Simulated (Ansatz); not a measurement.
## Run report: WH₄Cl₂, geometry relaxation

The run: geometry relaxation of WH₄Cl₂. Method and program: RKS revPBE-D4/def2-SVP (Ansatz 0.2.0).

It belongs to a series of runs on one base structure; here: end point A relaxed.

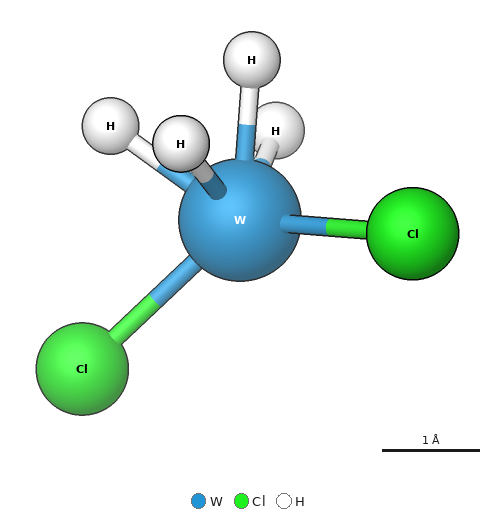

Figure 1. The input geometry (ball-and-stick view, seen at a tilt). Sticks mark near contacts.

**Key numbers**

- outcome: converged
- total energy: −26926.9518 eV
- mean-field energy: −26926.4716 eV
- largest force (length of the vector) at the end: 0.012 eV/Å
- hardware: 1 thread of Intel Xeon (Granite Rapids), 32 GiB of memory available, shared host
- wall time: 15 s
- peak memory: 0.14 GiB

**The input**
```yaml
crystal:
  periodic: [false, false, false]
  atoms:
    - { symbol: W, position_ang: [-0.024557, 0.386738, 0.450503] }
    - { symbol: Cl, position_ang: [0.894375, -0.367771, 2.48825] }
    - { symbol: H, position_ang: [1.472919, -0.256184, -0.020476] }
    - { symbol: Cl, position_ang: [0.020715, 2.489646, -0.462839] }
    - { symbol: H, position_ang: [-1.434739, -0.441486, 0.012727] }
    - { symbol: H, position_ang: [0.123978, -1.193944, -0.070543] }
    - { symbol: H, position_ang: [0.168609, 0.053002, -1.176322] }
basis:
  gaussian: { orbitals: def2-SVP }
hamiltonian:
  xc: revpbe
  dispersion: d4
relax:
  f_tol: 0.03
  max_steps: 50
```

Launched with:
```bash
ansatz run input.yaml --threads 1 --pin off --max-ram 2048MiB --backend cpu --events-out ev --progress --plain --runs-dir out
```

**The program's output**
```
The last accepted step is kept in [file] (removed where the run ends without a failure and the disk answers)
Engine: ansatz 0.2.0, x86_64-unknown-linux-gnu
Functional definition: revPBE
  parameter kappa = 1.245
  parameter beta = 0.06672455060314922
  exchange = pbe_x(kappa = kappa, mu = beta*pi^2/3)
  correlation = pbe_c(beta = beta)
929 factors; their error is unknown
mean field evaluation 1: about -26923.8906 eV, gradient 3.0e1 eV
mean field evaluation 2: about -26918.6665 eV, gradient 5.3e1 eV
mean field evaluation 4: about -26926.0949 eV, gradient 1.2e1 eV
mean field evaluation 8: about -26926.4289 eV, gradient 8.2e-2 eV
mean field evaluation 16: about -26926.3700 eV, gradient 1.6e-4 eV
mean field -26926.37001099 eV, -989.5258465548 hartree, gradient 1.8e-5 eV, S^2 0.000000; 0 other end points of the search recorded, 0 dependent functions left out
the calculation of the forces begins
reference -26926.37008202 eV, -989.5258491650 hartree; 26, 26 occupied and 62, 62 virtual orbitals, 929 factors
relax step   1: F+E_penalty+E_count = -26926.84621856 eV  Δ(F+E_penalty+E_count) = +0.000e0 eV  max|allowed force component| = 1.063e0 eV/Å  Δτ_max = 0.0000 Å  (28 SCF iters, accepted)
these checks for a lower state are left out or cut short: starts, cluster_reference, orbital_swaps, neighbouring_geometries, increment
929 factors; their error is unknown
mean field -26926.42486375 eV, -989.5278623567 hartree, gradient 6.4e-6 eV, S^2 0.000000; 0 other end points of the search recorded, 0 dependent functions left out
the calculation of the forces begins
reference -26926.42493517 eV, -989.5278649811 hartree; 26, 26 occupied and 62, 62 virtual orbitals, 929 factors
relax step   2: F+E_penalty+E_count = -26926.90464781 eV  Δ(F+E_penalty+E_count) = -5.843e-2 eV  max|allowed force component| = 2.255e-1 eV/Å  Δτ_max = 0.1949 Å  (37 SCF iters, accepted)
these checks for a lower state are left out or cut short: starts, cluster_reference, orbital_swaps, neighbouring_geometries, increment
929 factors; their error is unknown
mean field evaluation 32: about -26926.4498 eV, gradient 2.1e-5 eV
mean field -26926.44983023 eV, -989.5287798578 hartree, gradient 2.1e-5 eV, S^2 0.000000; 0 other end points of the search recorded, 0 dependent functions left out
the calculation of the forces begins
reference -26926.44990145 eV, -989.5287824751 hartree; 26, 26 occupied and 62, 62 virtual orbitals, 929 factors
relax step   3: F+E_penalty+E_count = -26926.93017011 eV  Δ(F+E_penalty+E_count) = -2.552e-2 eV  max|allowed force component| = 1.424e-1 eV/Å  Δτ_max = 0.0773 Å  (30 SCF iters, accepted)
these checks for a lower state are left out or cut short: starts, cluster_reference, orbital_swaps, neighbouring_geometries, increment
929 factors; their error is unknown
mean field -26926.41135995 eV, -989.5273661010 hartree, gradient 1.8e-5 eV, S^2 0.000000; 0 other end points of the search recorded, 0 dependent functions left out
the calculation of the forces begins
reference -26926.41142987 eV, -989.5273686705 hartree; 26, 26 occupied and 62, 62 virtual orbitals, 929 factors
relax step   4: F+E_penalty+E_count = -26926.89506755 eV  Δ(F+E_penalty+E_count) = +3.510e-2 eV  max|allowed force component| = 1.007e0 eV/Å  Δτ_max = 0.1459 Å  (36 SCF iters, rejected (line search))
these checks for a lower state are left out or cut short: starts, cluster_reference, orbital_swaps, neighbouring_geometries, increment
929 factors; their error is unknown
mean field -26926.46367206 eV, -989.5292885357 hartree, gradient 1.6e-5 eV, S^2 0.000000; 0 other end points of the search recorded, 0 dependent functions left out
the calculation of the forces begins
reference -26926.46374281 eV, -989.5292911356 hartree; 26, 26 occupied and 62, 62 virtual orbitals, 929 factors
relax step   5: F+E_penalty+E_count = -26926.94500874 eV  Δ(F+E_penalty+E_count) = -1.484e-2 eV  max|allowed force component| = 1.003e-1 eV/Å  Δτ_max = 0.0712 Å  (31 SCF iters, accepted)
these checks for a lower state are left out or cut short: starts, cluster_reference, orbital_swaps, neighbouring_geometries, increment
929 factors; their error is unknown
mean field -26926.46905421 eV, -989.5294863261 hartree, gradient 2.6e-5 eV, S^2 0.000000; 0 other end points of the search recorded, 0 dependent functions left out
the calculation of the forces begins
reference -26926.46912497 eV, -989.5294889264 hartree; 26, 26 occupied and 62, 62 virtual orbitals, 929 factors
relax step   6: F+E_penalty+E_count = -26926.94974145 eV  Δ(F+E_penalty+E_count) = -4.733e-3 eV  max|allowed force component| = 1.138e-1 eV/Å  Δτ_max = 0.1000 Å  (37 SCF iters, accepted)
these checks for a lower state are left out or cut short: starts, cluster_reference, orbital_swaps, neighbouring_geometries, increment
929 factors; their error is unknown
mean field -26926.46908942 eV, -989.5294876200 hartree, gradient 2.0e-5 eV, S^2 0.000000; 0 other end points of the search recorded, 0 dependent functions left out
the calculation of the forces begins
reference -26926.46916013 eV, -989.5294902185 hartree; 26, 26 occupied and 62, 62 virtual orbitals, 929 factors
relax step   7: F+E_penalty+E_count = -26926.94919672 eV  Δ(F+E_penalty+E_count) = +5.447e-4 eV  max|allowed force component| = 5.820e-2 eV/Å  Δτ_max = 0.0632 Å  (29 SCF iters, rejected (line search))
these checks for a lower state are left out or cut short: starts, cluster_reference, orbital_swaps, neighbouring_geometries, increment
929 factors; their error is unknown
mean field evaluation 64: about -26926.5252 eV, gradient 4.8e0 eV
mean field -26926.47153025 eV, -989.5295773186 hartree, gradient 6.4e-6 eV, S^2 0.000000; 0 other end points of the search recorded, 0 dependent functions left out
the calculation of the forces begins
reference -26926.47160097 eV, -989.5295799177 hartree; 26, 26 occupied and 62, 62 virtual orbitals, 929 factors
relax step   8: F+E_penalty+E_count = -26926.95171439 eV  Δ(F+E_penalty+E_count) = -1.973e-3 eV  max|allowed force component| = 1.205e-2 eV/Å  Δτ_max = 0.0316 Å  (32 SCF iters, accepted)
```

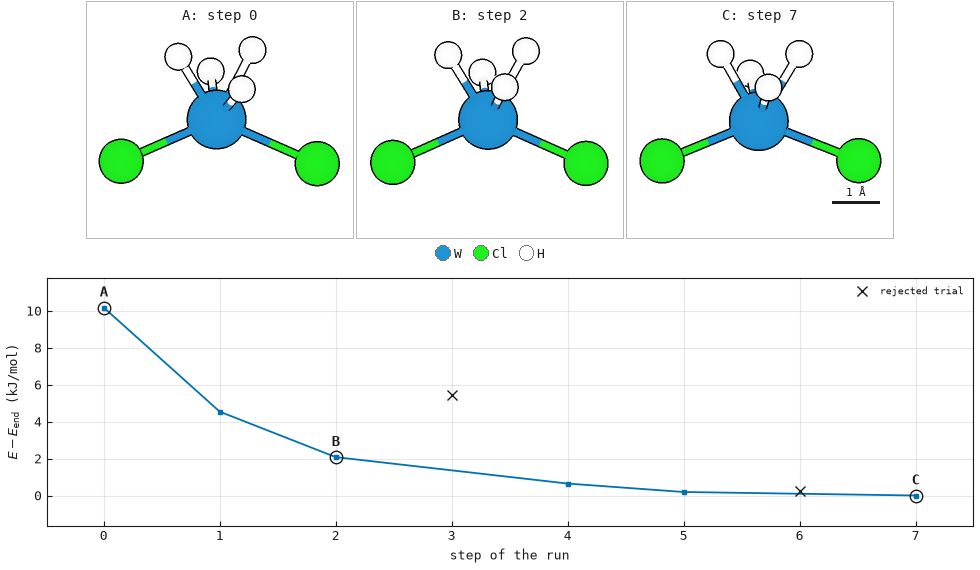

Figure 2. Frames of the relaxation (ball-and-stick view, seen at a tilt) above the curves, on which the letters mark them (the first geometry is step 0 here and step 1 in the log).

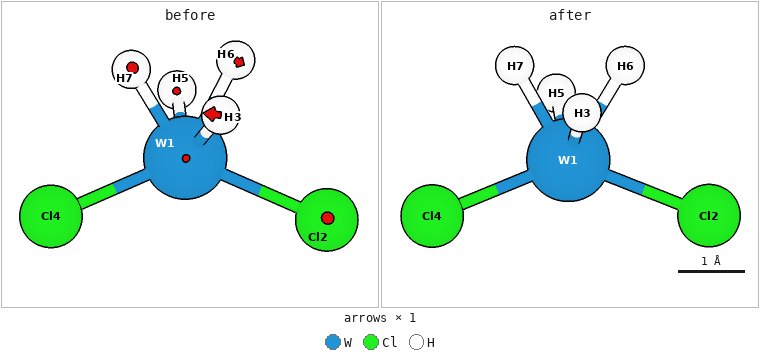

Figure 3. Before (left) and after (right) the relaxation, at one scale (ball-and-stick view, seen at a tilt). The red arrows give the displacements, at true length. The atom that moves furthest after the best rigid fit is H3 (0.30 Å). Largest moves by element: H 0.30 Å, Cl 0.23 Å, W 0.10 Å. Distances before and after: W1–Cl2 2.359 → 2.298 Å, W1–H3 1.696 → 1.667 Å, W1–H5 1.693 → 1.685 Å, W1–Cl4 2.293 → 2.299 Å. Among the angles that change: Cl2–W1–H3 77.0° → 93.7°, H5–W1–H7 75.3° → 64.8°, H3–W1–Cl4 102.7° → 93.5°. After 7 geometry steps the energy has fallen by 10.2 kJ/mol. Largest force component: 1.1 eV/Å at the start, 0.012 eV/Å at the end. The line search rejected the trial steps at points 3, 6 (counted from 0) and went back. (Atoms are counted from 1 in the order of the input.)

```
929 factors; their error is unknown
mean field -26926.47153025 eV, -989.5295773186 hartree, gradient 1.4e-5 eV, S^2 0.000000; 1 other end points of the search recorded, 0 dependent functions left out
the calculation of the forces begins
reference -26926.47160097 eV, -989.5295799177 hartree; 26, 26 occupied and 62, 62 virtual orbitals, 929 factors
Total energy: -26926.95178511 eV, -989.5472263594 hartree
Atom 0 at     0.069629     0.390208     0.483679 Å, force    -0.000478     0.003723     0.011046 eV/Å
Atom 1 at     0.687589    -0.465889     2.525216 Å, force     0.001847    -0.000074    -0.001875 eV/Å
Atom 2 at     1.485661    -0.076390    -0.261644 Å, force     0.001697    -0.000381     0.000884 eV/Å
Atom 3 at     0.090337     2.480664    -0.471696 Å, force    -0.003278     0.000210    -0.003286 eV/Å
Atom 4 at    -1.349556    -0.387056     0.014052 Å, force    -0.001250     0.004420    -0.002434 eV/Å
Atom 5 at     0.241373    -1.223285     0.064504 Å, force     0.000283    -0.012050     0.001634 eV/Å
Atom 6 at    -0.003732    -0.048250    -1.132810 Å, force     0.001179     0.004153    -0.005969 eV/Å
Dipole moment:    -0.085782     0.176148     0.191134 e Å
```

**Trajectory as extended XYZ (Å, eV, eV/Å), 8 frames, from step=1 to step=8**
```
7
Properties=species:S:1:pos:R:3:forces:R:3 step=1 energy=-26926.84622
W    -0.0246    0.3867    0.4505    1.0634  -0.4713   0.6674
Cl    0.8944   -0.3678    2.4882   -0.4926   0.2893  -0.5853
H     1.4729   -0.2562   -0.0205   -0.5108   0.2743  -0.0827
Cl    0.0207    2.4896   -0.4628   -0.0065   0.0181   0.0216
H    -1.4347   -0.4415    0.0127   -0.0316  -0.0323   0.0212
H     0.1240   -1.1939   -0.0705    0.0072  -0.0684   0.0222
H     0.1686    0.0530   -1.1763   -0.0291  -0.0096  -0.0644
7
Properties=species:S:1:pos:R:3:forces:R:3 step=2 energy=-26926.90465
W     0.0272    0.3678    0.4691   -0.1491   0.1987  -0.0348
Cl    0.7704   -0.3440    2.5167    0.0374  -0.1275   0.0201
H     1.4336   -0.1932   -0.2007    0.2016  -0.0306   0.1426
Cl    0.0651    2.4806   -0.4242    0.0047   0.0410  -0.0165
H    -1.4001   -0.4557    0.0607    0.0614   0.0450  -0.0309
H     0.1601   -1.2272   -0.0286    0.0695  -0.0249   0.0307
H     0.1650    0.0417   -1.1717   -0.2255  -0.1016  -0.1111
7
Properties=species:S:1:pos:R:3:forces:R:3 step=3 energy=-26926.93017
W     0.0319    0.3770    0.4646   -0.1291   0.1424  -0.0360
Cl    0.7649   -0.3698    2.5010    0.0163  -0.1082   0.0638
H     1.4640   -0.1799   -0.1606    0.0839   0.0022  -0.0442
Cl    0.0734    2.4895   -0.4340    0.0067   0.0061  -0.0261
H    -1.3919   -0.4426    0.0469    0.0715   0.0122  -0.0313
H     0.1872   -1.2226   -0.0160    0.0088   0.0005   0.0504
H     0.0919    0.0183   -1.1807   -0.0581  -0.0553   0.0235
7
Properties=species:S:1:pos:R:3:forces:R:3 step=4 energy=-26926.89507 accepted=F
W     0.0032    0.4208    0.5139    0.4293  -1.0066  -0.9114
Cl    0.7449   -0.4580    2.4993   -0.0232   0.0500   0.1548
H     1.4241   -0.0760   -0.2229   -0.0639   0.2593   0.2285
Cl    0.1574    2.4770   -0.4841   -0.0554   0.2148   0.0128
H    -1.3136   -0.4739   -0.0352   -0.2692   0.1938   0.1993
H     0.2231   -1.1798    0.0548   -0.0065   0.0716   0.2189
H    -0.0180   -0.0401   -1.1046   -0.0111   0.2170   0.0970
7
Properties=species:S:1:pos:R:3:forces:R:3 step=5 energy=-26926.94501
W     0.0336    0.3922    0.4739    0.0363  -0.0660  -0.0826
Cl    0.7410   -0.4291    2.4954   -0.0187  -0.0148   0.0491
H     1.4741   -0.1212   -0.1832   -0.0036   0.0376  -0.0485
Cl    0.0989    2.4895   -0.4625   -0.0035   0.0118  -0.0057
H    -1.3688   -0.4342    0.0242    0.0041   0.0220  -0.0140
H     0.2133   -1.2167    0.0365   -0.0052   0.0272   0.0013
H     0.0292   -0.0104   -1.1629   -0.0095  -0.0178   0.1003
7
Properties=species:S:1:pos:R:3:forces:R:3 step=6 energy=-26926.94974
W     0.0641    0.3920    0.4785   -0.0041   0.0652   0.1138
Cl    0.6739   -0.4597    2.5229    0.0172  -0.0081  -0.0028
H     1.4786   -0.0693   -0.2685    0.0306  -0.0056  -0.0010
Cl    0.1151    2.4865   -0.4657   -0.0216   0.0133  -0.0301
H    -1.3436   -0.4143    0.0290   -0.0393   0.0193  -0.0225
H     0.2496   -1.2146    0.0600    0.0055  -0.0893  -0.0100
H    -0.0165   -0.0506   -1.1349    0.0119   0.0054  -0.0473
7
Properties=species:S:1:pos:R:3:forces:R:3 step=7 energy=-26926.94920 accepted=F
W     0.0723    0.3885    0.4861   -0.0129   0.0359  -0.0582
Cl    0.7200   -0.4630    2.5194   -0.0191  -0.0109   0.0283
H     1.4923   -0.0999   -0.2375   -0.0003   0.0005  -0.0071
Cl    0.0528    2.4788   -0.4722    0.0253  -0.0207   0.0102
H    -1.3537   -0.3625   -0.0060    0.0072  -0.0149   0.0164
H     0.2086   -1.2289    0.0655    0.0414   0.0005  -0.0043
H     0.0291   -0.0430   -1.1340   -0.0416   0.0095   0.0147
7
Properties=species:S:1:pos:R:3:forces:R:3 step=8 energy=-26926.95171
W     0.0696    0.3902    0.4837   -0.0005   0.0037   0.0110
Cl    0.6876   -0.4659    2.5252    0.0018  -0.0001  -0.0019
H     1.4857   -0.0764   -0.2616    0.0017  -0.0004   0.0009
Cl    0.0903    2.4807   -0.4717   -0.0033   0.0002  -0.0033
H    -1.3496   -0.3871    0.0141   -0.0013   0.0044  -0.0024
H     0.2414   -1.2233    0.0645    0.0003  -0.0120   0.0016
H    -0.0037   -0.0483   -1.1328    0.0012   0.0042  -0.0060
```
